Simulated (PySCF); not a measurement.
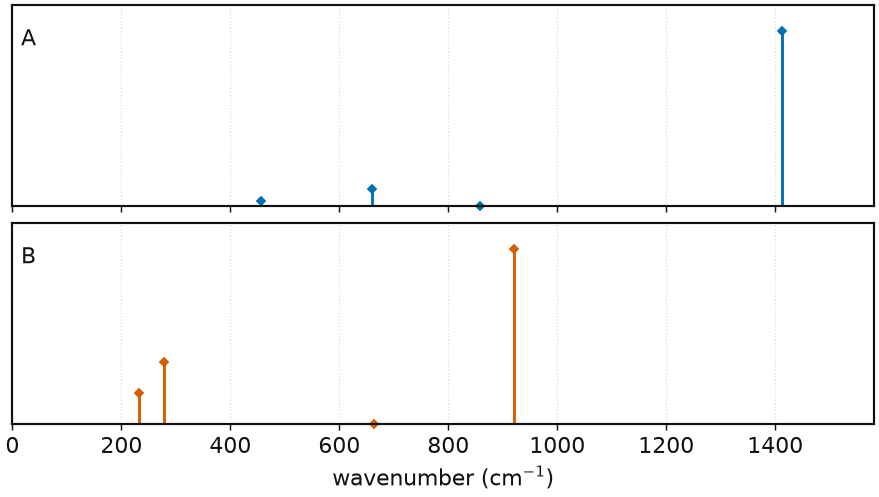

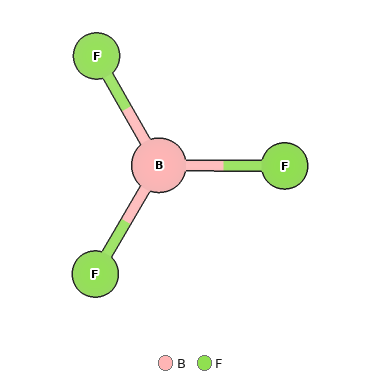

Harmonic infrared lines of BF₃ and AlF₃, all D3h singlets, each the lowest point that its search found (BF₃ is drawn); the central atom changes down one group of the periodic table. PBE/def2-TZVP, PySCF 2.14.0, unscaled, no spin-orbit coupling; each panel is scaled to its strongest line, degenerate modes are one line with their intensities summed, and dots on the axis are modes too weak to show or inactive.

> Which panel belongs to which molecule?

A: BF₃ (strongest line 1412.0 cm⁻¹); B: AlF₃ (strongest line 920.2 cm⁻¹).

> How do the bond length and the stretches change along the series?

Mean bond length: BF₃ 1.325, AlF₃ 1.647 Å, rising down the group. Highest e' mode: BF₃ 1412, AlF₃ 920 cm⁻¹, falling down the group.
